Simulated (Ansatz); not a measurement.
```xyz
5
charge 0, multiplicity 1
Zr    0.0000    0.0000    0.0000
Cl    1.3452    1.3452    1.3452
Cl    1.3452   -1.3452   -1.3452
Cl   -1.3452    1.3452   -1.3452
Cl   -1.3452   -1.3452    1.3452
```

Geometry: a fixed input geometry, not necessarily a minimum.

What structure does this define?

Formula ZrCl₄. Coordination: 1 Zr tetrahedral.

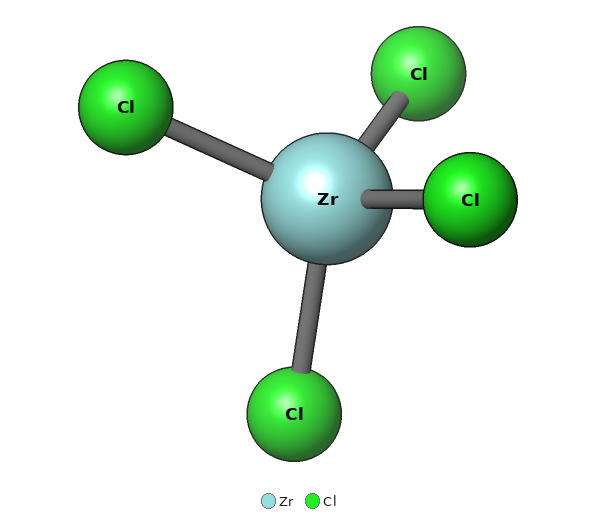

Source: calculation with Ansatz.
